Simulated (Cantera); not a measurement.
A closed system holds: 1 mol CH3Cl, 0.011 mol HCl, 12 mol H2, equilibrated at 32.0 mbar.

These are equilibrium values from Cantera (NASA tables, ideal gas, pure condensed phases), not measurements of a reactor. Candidate condensed phases: C, C6H6, C7H8, C8H18; 91 gas species. Equilibrium is a limit: real reactors are often held back by kinetics, nucleation or transport.

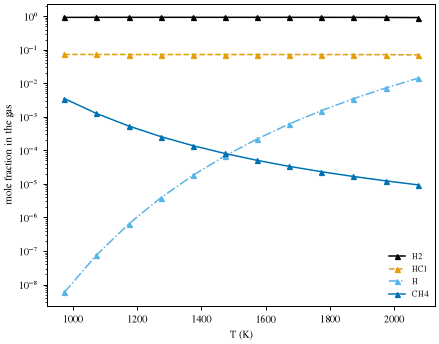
Fig. 1. Equilibrium gas composition (values under 1e-9 drawn at 1e-9)

From 973 K to 2073 K the condensed part is C(graphite). The main C-bearing gas is CH4 at 973 K and C2H2 (acetylene) at 2073 K.
